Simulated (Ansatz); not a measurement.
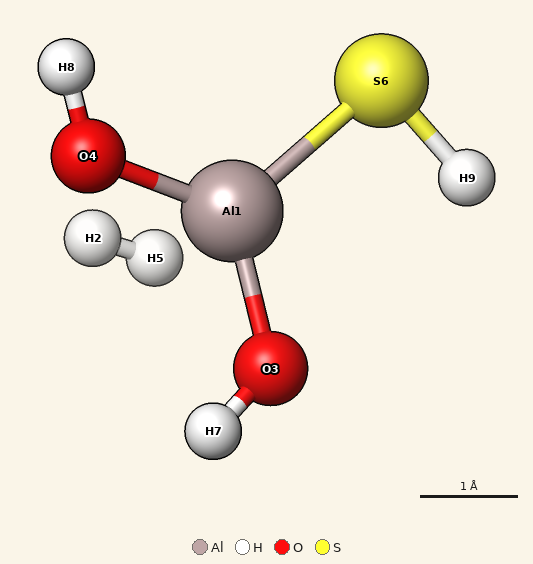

*The input geometry (ball-and-stick view, seen on its broad side; atoms are numbered from 1 in the order of the input). Sticks mark near contacts.*

## Single-point calculation of AlH$_{5}$SO$_{2}$

- system: AlH$_{5}$SO$_{2}$
- method: RKS PBE0-D4/def2-TZVPP (Ansatz 0.2.0)

The geometry is the product side of a reaction. The reaction was set up to form Al1–S6 and H2–H5 and to break Al1–H2 and H5–S6 (atoms counted from 1 in the order of the input); sticks are drawn by distance alone. The geometry comes from this level: PBE0-D4/def2-TZVP.

**Output**
```
Functional definition: PBE0
  name "PBE0"
  cite "Adamo & Barone, J. Chem. Phys. 110, 6158 (1999) doi:10.1063/1.478522"
  cite "Perdew, Burke & Ernzerhof, Phys. Rev. Lett. 77, 3865 (1996) doi:10.1103/PhysRevLett.77.3865"
  parent pbe
  parameter a = 0.25
  parameter kappa = 0.804
  parameter beta = 0.06672455060314922
  exchange = (1 - a)*pbe_x(kappa = kappa, mu = beta*pi^2/3) + a*exact_x
  correlation = pbe_c(beta = beta)
1212 factors; their error is unknown
mean field evaluation 1: about -21592.6753 eV, gradient 7.9e1 eV
mean field evaluation 2: about -21571.0509 eV, gradient 1.3e2 eV
mean field evaluation 4: about -21602.7482 eV, gradient 4.5e0 eV
mean field evaluation 8: about -21602.7875 eV, gradient 1.3e-1 eV
mean field evaluation 16: about -21602.8163 eV, gradient 6.3e-5 eV
mean field -21602.81630355 eV, -793.8888562405 hartree, gradient 6.3e-5 eV, S^2 0.000000; 0 other end points of the search recorded, 0 dependent functions left out
reference -21602.81633462 eV, -793.8888573824 hartree; 25, 25 occupied and 191, 191 virtual orbitals, 1212 factors
Total energy: -21602.96156792 eV, -793.8941946077 hartree
```

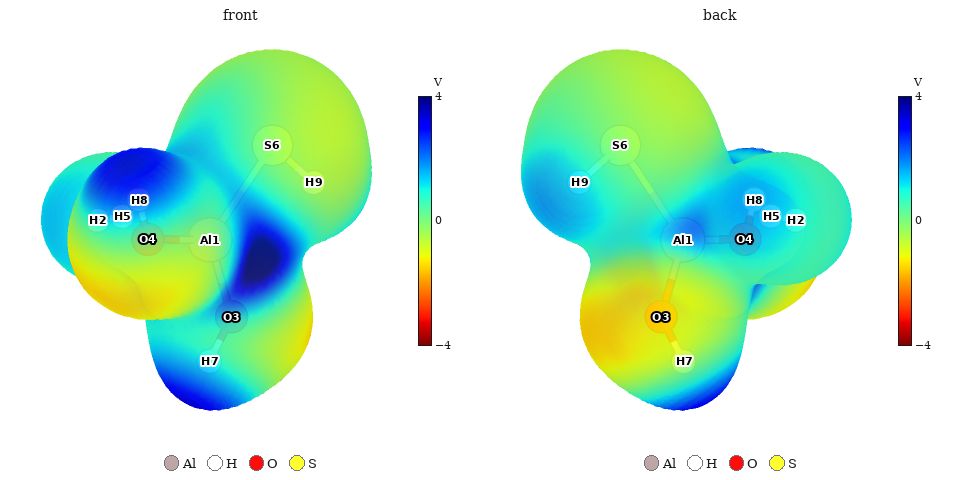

*The electrostatic potential painted on the density surface at 0.004 e/bohr³, seen at a tilt and from behind; the colour scale runs from red (negative) to blue (positive).*

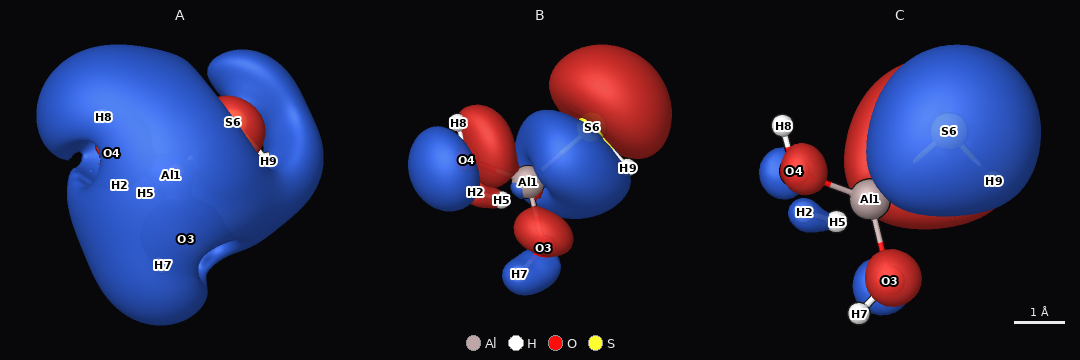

*Three frontier orbitals at ±0.05 Å⁻³ᐟ² (blue and red are the two phases).*

B is the HOMO−1 (−8.90 eV). C is the HOMO (−7.58 eV). A is the LUMO (−0.11 eV). Its weight (Hirshfeld) is mainly on Al1 (45 %), S6 (15 %), O4 (10 %) and H8 (10 %). The HOMO–LUMO gap is 7.47 eV between the orbital energies.

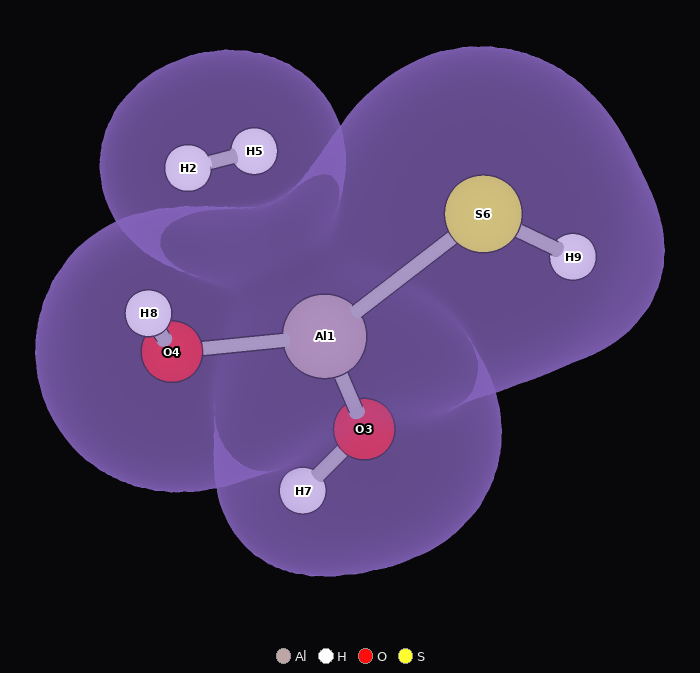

*Isosurface of the electron density at 0.05 e/Å³ (purple), seen at an oblique angle.*

At this value the surface is in one piece. On the grid the lowest density along these lines, outside the cores, is 0.08 e/Å³ (Al···H, 2.49 Å), 0.8 e/Å³ (Al–O, 1.69 Å), 0.51 e/Å³ (Al–S, 2.18 Å) and 1.8 e/Å³ (H–H, 0.75 Å).

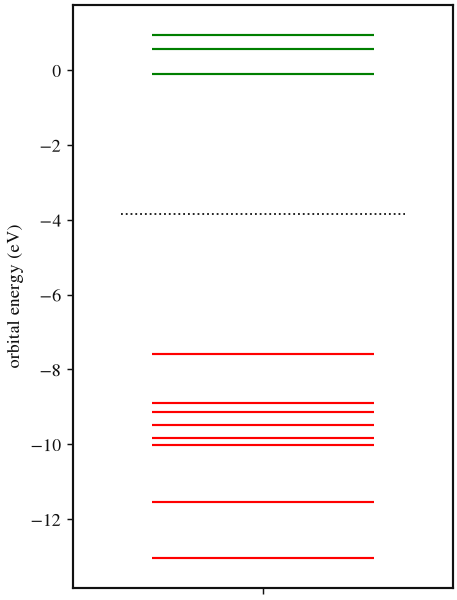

*Orbital energies near the frontier; the dotted line parts filled from empty levels, and levels within 0.02 eV of each other stand side by side.*

Highest filled −7.58 eV, lowest empty −0.11 eV, 7.47 eV apart.

This output came from the following input.

**The input**
```yaml
crystal:
  periodic: [false, false, false]
  atoms:
    - {symbol: Al, position_ang: [0.101949, -0.359460, 0.304857]}
    - {symbol: H, position_ang: [-0.770356, 1.790740, -0.589333]}
    - {symbol: O, position_ang: [-0.835659, -1.339464, -0.701496]}
    - {symbol: O, position_ang: [-0.572493, 0.355238, 1.682096]}
    - {symbol: H, position_ang: [-0.435569, 1.565984, -1.223427]}
    - {symbol: S, position_ang: [2.232282, -0.230364, -0.125029]}
    - {symbol: H, position_ang: [-1.764019, -1.505011, -0.546256]}
    - {symbol: H, position_ang: [-0.069785, 0.798024, 2.362615]}
    - {symbol: H, position_ang: [2.113648, -1.075789, -1.164028]}
basis:
  gaussian: {orbitals: def2-TZVPP}
hamiltonian: {xc: pbe0, dispersion: d4}
output: {orbitals: {seedname: orbitals}}
```

Run as:
```bash
ansatz run in.yaml --threads 4 --pin off --events-out ev --progress --plain --max-ram 9574MiB
```

**Key numbers**

- outcome: converged
- total energy: −21602.9616 eV
- mean-field energy: −21602.8163 eV
- dispersion energy: −0.1452 eV
- SCF solution under orbital rotations: stable
- HOMO: −7.58 eV
- LUMO: −0.11 eV
- hardware: 4 threads of Intel Xeon @ 2.50GHz, 180 GiB of memory available, shared host
- wall time: 4.7 s (CPU time 14 s)
- peak memory: 0.47 GiB
